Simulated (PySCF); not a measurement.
# MoF₆: structure of the singlet

Aim: relax MoF₆ as a singlet from a octahedral start, check by its vibrations whether the end is a minimum, and collect its spectrum and constants.

The runs use PySCF 2.14.0; PBE0, basis Mo def2-SVP with ECP28, F def2-SVP, scalar-relativistic core potentials, no spin–orbit coupling, density fitting.

### Step 1. Starting geometry

7 atoms, charge 0, spin multiplicity 1.

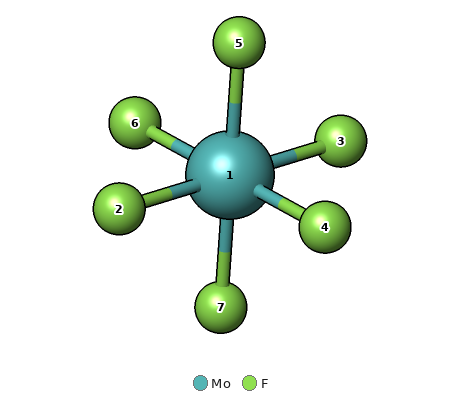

The starting geometry (molybdenum teal, fluorine green); atoms are numbered from 1 in the order of the file.

```xyz
7
charge 0 multiplicity 1
Mo    0.0000    0.0000    0.0000
F     0.0000    0.0000    2.0200
F     0.0000    0.0000   -2.0200
F     2.0200    0.0000    0.0000
F     0.0000    2.0200    0.0000
F    -2.0200    0.0000    0.0000
F     0.0000   -2.0200    0.0000
```

### Step 2. Relaxing the singlet from the octahedral start

One driver script runs all steps and calls PySCF; scf.py shows how it sets up the SCF of each step. The optimiser is the driver's own. Before each start the driver seeks the lowest SCF state from one or more starting densities and follows internal instabilities, so scf.py alone need not reach the same state.

The program finds Oh symmetry in the start, which this walk keeps. Threshold on the gradient: 0.0003 Eh/bohr, with a further test on the energy change.

scf.py reads:

```python
from pyscf import gto, scf, dft
mol = gto.M(atom='''
Mo    -0.000000    -0.000000     0.000000
F     -0.000000     0.000000     2.020000
F      0.000000    -0.000000    -2.020000
F      2.020000    -0.000000     0.000000
F      0.000000     2.020000    -0.000000
F     -2.020000     0.000000    -0.000000
F     -0.000000    -2.020000     0.000000''',
    basis={'Mo': 'def2-SVP', 'F': 'def2-SVP'},
    ecp={'Mo': 'def2-SVP'},
    charge=0, spin=0)
mf = dft.RKS(mol, xc='PBE0')
mf.grids.atom_grid = (50, 194)
aux = {'Mo': 'def2-universal-JKFIT', 'F': 'def2-universal-JKFIT'}
mf = mf.density_fit(auxbasis=aux)
mf.kernel()
```

After this run come: Vibrations and properties at this point.

**Question.** What will these runs give? Wanted: minimum; geometry; wavenumbers; dipole moment; highest occupied, lowest empty level; polar-tensor charge of Mo1; zero-point energy; atomisation energy.

The runs gave:

| quantity | value |
| --- | --- |
| minimum | singlet, Oh |
| geometry | Mo–F 1.817 Å (×6); F–Mo–F 90.0° (×12), F–Mo–F 180.0° (×3) |
| wavenumbers (cm⁻¹) | 123 (t2u), 256 (t1u), 312 (t2g), 676 (eg), 761 (a1g), 769 (t1u) |
| dipole moment | 0.00 D |
| highest occupied, lowest empty level | -12.84, -5.82 eV |
| polar-tensor charge of Mo1 | +3.94 e |
| zero-point energy | 38.8 kJ/mol |
| entropy at 298.15 K | 349.8 J/(mol K) |
| atomisation energy (no zero-point energy) | 2698 kJ/mol |

In words: The molecule stays Oh, as typed, and the end point is a minimum. In the infrared the band at 769 cm⁻¹ (t1u, stretch) leads. The dipole vanishes although Mo1 carries +3.9 e by the polar tensor: the bond dipoles cancel. Other starts or spin states, not run here, may lie lower.
